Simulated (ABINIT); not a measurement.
# A GW chain in ABINIT: GaN (P6_3mc)

How does a plane-wave GW calculation on GaN (P6_3mc) run from the first input to the gap?

Calculated with ABINIT 10.8.3; PBE and many-body steps on it, plane waves.

The database entry behind the starting cell has ideal inner coordinates that were not refined, so it need not match the best structure at ambient conditions.

**1. Set-up**

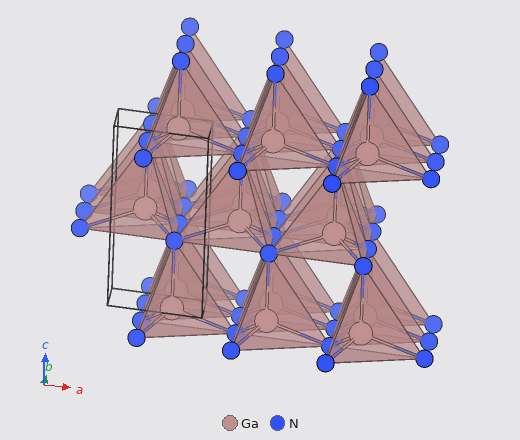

Start, viewed slightly off an axis; gallium pink, nitrogen blue. 3×3×1 cells are drawn. Some periodic images of atoms are drawn too.

The cell and positions come from the Crystallography Open Database and are kept as given unless a step says otherwise.

**2. Ground state**

This step: ABINIT 10.8.3; DFT, PBE, plane waves, norm-conserving pseudopotentials.

The ground-state density comes first.

run.abi reads:

```
acell 3*1.0 Angstrom
rprim 
  3.190000000016 -0.000000000004 0.000000000000
  -1.595000000005 2.762621038088 0.000000000000
  0.000000000000 0.000000000000 5.189000000000
ntypat 2
znucl 31 7
natom 4
typat 1 1 2 2
xred 
  0.666666666667 0.333333333333 0.000000000000
  0.333333333333 0.666666666667 0.500000000000
  0.666666666667 0.333333333333 0.375000000000
  0.333333333333 0.666666666667 0.875000000000
pp_dirpath "pseudos"
pseudos "Ga.upf, N.upf"
ecut 45
ngkpt 6 6 4
nshiftk 1
shiftk 0 0 0
kptopt 1
chksymbreak 0
nband 32
occopt 1
tolvrs 1e-10
nstep 60
prtwf 0
optforces 0
optstress 0
indata_prefix "in"
outdata_prefix "out"
tmpdata_prefix "tmp"
```

Launch:

```bash
$ OMP_NUM_THREADS=1 mpirun -n 4 abinit run.abi > log
```

Numbers of over 12 decimals in the logs are rounded to 6 here.

Log:

```text
.Version 10.8.3 of ABINIT. v10.8.2 released Aug 2026.

 Symmetries : space group P6_3 m c (#186); Bravais hP (primitive hexag.)
================================================================================
 Values of the parameters that define the memory need of the present run
     intxc =       0    ionmov =       0      iscf =       7    lmnmax =       6
     lnmax =       6     mgfft =      60  mpssoang =       3    mqgrid =    3001
     natom =       4  nloc_mem =       1    nspden =       1   nspinor =       1
    nsppol =       1      nsym =      12    n1xccc =    2501    ntypat =       2
    occopt =       1   xclevel =       2
-    mband =          32        mffmem =           1         mkmem =           6
       mpw =        4506          nfft =       96000          nkpt =          21
================================================================================
  Rough estimation (10% accuracy) of disk space for files :
================================================================================

--------------------------------------------------------------------------------
------------- Echo of variables that govern the present computation ------------
--------------------------------------------------------------------------------
 -outvars: echo values of preprocessed input variables --------
            acell      1.8897261259E+00  1.8897261259E+00  1.8897261259E+00 Bohr

      chksymbreak           0
             ecut      4.50000000E+01 Hartree
-          fftalg         312

              ixc     -101130
              kpt      0.00000000E+00  0.00000000E+00  0.00000000E+00
                       1.66666667E-01  0.00000000E+00  0.00000000E+00
                       3.33333333E-01  0.00000000E+00  0.00000000E+00
                       5.00000000E-01  0.00000000E+00  0.00000000E+00
                       1.66666667E-01  1.66666667E-01  0.00000000E+00
                       3.33333333E-01  1.66666667E-01  0.00000000E+00
                       3.33333333E-01  3.33333333E-01  0.00000000E+00
                       0.00000000E+00  0.00000000E+00  2.50000000E-01
                       1.66666667E-01  0.00000000E+00  2.50000000E-01
   [... 10 further rows ...]
                       3.33333333E-01  1.66666667E-01  5.00000000E-01
                       3.33333333E-01  3.33333333E-01  5.00000000E-01
         kptrlatt        6    0    0      0    6    0      0    0    4
          kptrlen      3.61693581E+01
P           mkmem           6
            natom           4
            nband          32
            ngfft          40      40      60
             nkpt          21
            nstep          60
             nsym          12
           ntypat           2
              occ      2.000000  2.000000  2.000000  2.000000  2.000000  2.000000
                       2.000000  2.000000  2.000000  2.000000  2.000000  2.000000
                       2.000000  2.000000  2.000000  2.000000  2.000000  2.000000
                       2.000000  2.000000  2.000000  2.000000  2.000000  2.000000
                       2.000000  2.000000  0.000000  0.000000  0.000000  0.000000
                       0.000000  0.000000
        optforces           0
        optstress           0
            prtwf           0
            rprim      3.1900000000E+00 -4.0000000000E-12  0.0000000000E+00
[...]
spgroup         186

           tolvrs      1.00000000E-10

             xred      6.6666666667E-01  3.3333333333E-01  0.0000000000E+00
[...]
znucl       31.00000    7.00000

================================================================================

 chkinp: Checking input parameters for consistency.

================================================================================
== DATASET  1 ==================================================================
-   mpi_nproc: 4, omp_nthreads: 1 (-1 if OMP is not activated)

--- !DatasetInfo
iteration_state: {dtset: 1, }
dimensions: {natom: 4, nkpt: 21, mband: 32, nsppol: 1, nspinor: 1, nspden: 1, mpw: 4506, }
cutoff_energies: {ecut:  45.0, pawecutdg:  -1.0, }
electrons: {nelect:   5.20000000E+01, charge:   0.00000000E+00, occopt:   1.00000000E+00, tsmear:   1.00000000E-02, }

 Real(R)+Recip(G) space primitive vectors, cartesian coordinates (Bohr,Bohr^-1):
 R(1)=  6.0282263  0.0000000  0.0000000  G(1)=  0.1658863  0.0957745  0.0000000
 R(2)= -3.0141132  5.2205972  0.0000000  G(2)=  0.0000000  0.1915490  0.0000000
 R(3)=  0.0000000  0.0000000  9.8057889  G(3)=  0.0000000  0.0000000  0.1019806
 Unit cell volume ucvol=  3.0859741E+02 bohr^3
 Angles (23,13,12)=  9.00000000E+01  9.00000000E+01  1.20000000E+02 degrees

 getcut: wavevector=  0.0000  0.0000  0.0000  ngfft=  40  40  60
         ecut(hartree)=     45.000   => boxcut(ratio)=   2.02627

--- Pseudopotential description ------------------------------------------------
- Ga Generated using ONCVPSP code by D. R. Hamann
- 31.00000  21.00000  171031                  znucl, zion, pspdat
12 -101130 2 -1 1902                          pspcod,pspxc,lmax,lloc,mmax
     nproj     2     2     2
  pspatm : epsatm=   21.85474337
         --- l  ekb(1:nproj) -->
[...]
pspatm: atomic psp has been read  and splines computed

- N Generated using ONCVPSP code by D. R. Hamann
-  7.00000   5.00000  171031                  znucl, zion, pspdat
12 -101130 1 -1 1058                          pspcod,pspxc,lmax,lloc,mmax
     nproj     2     2     0
  pspatm : epsatm=    5.20977870
         --- l  ekb(1:nproj) -->
[...]
pspatm: atomic psp has been read  and splines computed

   2.81471030E+03                                ecore*ucvol(ha*bohr**3)
--------------------------------------------------------------------------------

_setup2: Arith. and geom. avg. npw (full set) are    4450.160    4450.144

================================================================================

--- !BeginCycle
iteration_state: {dtset: 1, }
solver: {iscf: 7, nstep: 60, nline: 4, wfoptalg: 0, }
tolerances: {tolvrs: 1.00E-10, }

     iter   Etot(hartree)      deltaE(h)  residm     vres2
 ETOT  1  -514.91241054123    -5.149E+02 5.658E-01 2.259E+03
 ETOT  2  -516.80333335610    -1.891E+00 4.036E-02 3.250E+03
 ETOT  3  -517.42656362396    -6.232E-01 1.014E-01 5.839E+01
 ETOT  4  -517.43277143139    -6.208E-03 5.667E-03 3.122E+01
 ETOT  5  -517.43610687166    -3.335E-03 3.358E-03 5.848E+00
 ETOT  6  -517.43717997071    -1.073E-03 1.205E-02 1.232E-01
 ETOT  7  -517.43719931203    -1.934E-05 1.934E-03 3.823E-02
 ETOT  8  -517.43720571057    -6.399E-06 8.764E-04 2.595E-03
 ETOT  9  -517.43720617804    -4.675E-07 1.286E-03 9.031E-05
 ETOT 10  -517.43720619562    -1.758E-08 4.232E-04 4.200E-07
 ETOT 11  -517.43720619571    -9.561E-11 4.766E-04 3.169E-09
 ETOT 12  -517.43720619571    -5.684E-13 1.401E-04 1.619E-10
 ETOT 13  -517.43720619570     8.868E-12 1.580E-04 7.836E-12

 At SCF step   13       vres2   =  7.84E-12 < tolvrs=  1.00E-10 =>converged.

--- !ResultsGS
iteration_state: {dtset: 1, }
comment   : Summary of ground state results
lattice_vectors:
- [  6.0282263,  -0.0000000,   0.0000000, ]
- [ -3.0141132,   5.2205972,   0.0000000, ]
- [  0.0000000,   0.0000000,   9.8057889, ]
lattice_lengths: [   6.02823,    6.02823,    9.80579, ]
lattice_angles: [ 90.000,  90.000, 120.000, ] # degrees, (23, 13, 12)
lattice_volume:   3.0859741E+02
convergence: {deltae:  8.868E-12, res2:  7.836E-12, residm:  1.580E-04, diffor:  0.000E+00, }
etotal    :  -5.17437206E+02
entropy   :   0.00000000E+00
fermie    :   2.53663909E-01
cartesian_stress_tensor: null
pressure_GPa: null
xred      :
- [  6.6667E-01,   3.3333E-01,   0.0000E+00, Ga]
- [  3.3333E-01,   6.6667E-01,   5.0000E-01, Ga]
- [  6.6667E-01,   3.3333E-01,   3.7500E-01,  N]
- [  3.3333E-01,   6.6667E-01,   8.7500E-01,  N]
cartesian_forces: null
force_length_stats: {min: null, max: null, mean: null, }

 Integrated electronic density in atomic spheres:
 ------------------------------------------------
 Atom  Sphere_radius  Integrated_density
[...]
4        2.00000          5.25890326
================================================================================

 ----iterations are completed or convergence reached----

 Mean square residual over all n,k,spin=   45.715E-08; max=  15.795E-05
 reduced coordinates (array xred) for    4 atoms
       0.666666666667      0.333333333333      0.000000000000
       0.333333333333      0.666666666667      0.500000000000
       0.666666666667      0.333333333333      0.375000000000
       0.333333333333      0.666666666667      0.875000000000
 rms dE/dt=  0.0000E+00; max dE/dt=  0.0000E+00; dE/dt below (all hartree)
    1       0.000000000000      0.000000000000      0.000000000000
    2       0.000000000000      0.000000000000      0.000000000000
    3       0.000000000000      0.000000000000      0.000000000000
    4       0.000000000000      0.000000000000      0.000000000000

 cartesian coordinates (angstrom) at end:
    1      1.595000     0.920874     0.000000
    2      2e-12     1.841747     2.594500
    3      1.595000     0.920874     1.945875
    4      2e-12     1.841747     4.540375
 length scales=  1.889726125908  1.889726125908  1.889726125908 bohr
              =  1.000000000000  1.000000000000  1.000000000000 angstroms
 prteigrs : about to open file out_EIG
 Fermi (or HOMO) energy (hartree) =   0.25366   Average Vxc (hartree)=  -0.43114
 Eigenvalues (hartree) for nkpt=  21  k points:
 kpt#   1, nband= 32, wtk=  0.00694, kpt=  0.0000  0.0000  0.0000 (reduced coord)
  -4.97589   -4.97589   -3.16320   -3.16306   -3.16306   -3.16305   -3.16304   -3.16304
  -0.33265   -0.30063   -0.24456   -0.24373   -0.24373   -0.24156   -0.24156   -0.23496
  -0.23496   -0.23177   -0.23177   -0.18366   -0.00600    0.21541    0.21541    0.25131
   0.25366    0.25366    0.32419    0.41056    0.59120    0.61823    0.61823    0.65065
 prteigrs : prtvol=0 or 1, do not print more k-points.

--- !EnergyTerms
iteration_state     : {dtset: 1, }
comment             : Components of total free energy in Hartree
kinetic             :  2.55431677541797E+02
hartree             :  2.00907745564323E+02
xc                  : -5.79425709439237E+01
Ewald energy        : -2.70513489358838E+02
psp_core            :  9.12097848216284E+00
local_psp           : -5.33709696700927E+02
non_local_psp       : -1.20731850780296E+02
total_energy        : -5.17437206195702E+02
total_energy_eV     : -1.40801836758326E+04
band_energy         : -6.19806074436561E+01

== END DATASET(S) ==============================================================
================================================================================

 -outvars: echo values of variables after computation  --------
           etotal     -5.1743720620E+02
            nband          32
             nkpt          21
          spgroup         186
 [... the other variables as echoed above ...]

 Calculation completed.
```

The job ended after 36 s (4 MPI ranks of Arm Neoverse V2, shared host; peak memory 0.36 GiB).

This step gave:

```yaml
total_energy: -14080.1837 eV
gap: 1.919 eV
k_of_the_valence_top: 0, 0, 0
k_of_the_conduction_bottom: 0, 0, 0
least_direct_gap: 1.919 eV
```

The gap is direct, at Γ.

(Part 1 of 3 ends here.)

[Paths, hosts, dates, memory and timing lines, banners, echoed tables and standing remarks are left out of the program output.]

[Logs are printed without paths, hosts, clocks, repeated set-up lines and the standing remarks that a program may print on its own settings, such as how far it seeks lower states.]

[Runs of the session that timed out or met a known fault of the program may be left out.]

[Hosts, paths, dates, database ids (printed as entryN), source tags and the programs' standing remarks are cut or masked in the printed files.]

[G0W0 gaps are taken among the corrected bands and points alone; a level outside them can change the order at an edge.]

[Where Ansatz stands beside ABINIT at settings called matched, ABINIT's density can come from a denser mesh and the files from another edition; pairs whose starting gaps differed by over 0.03 eV were left out, so agreement reads better than it is.]
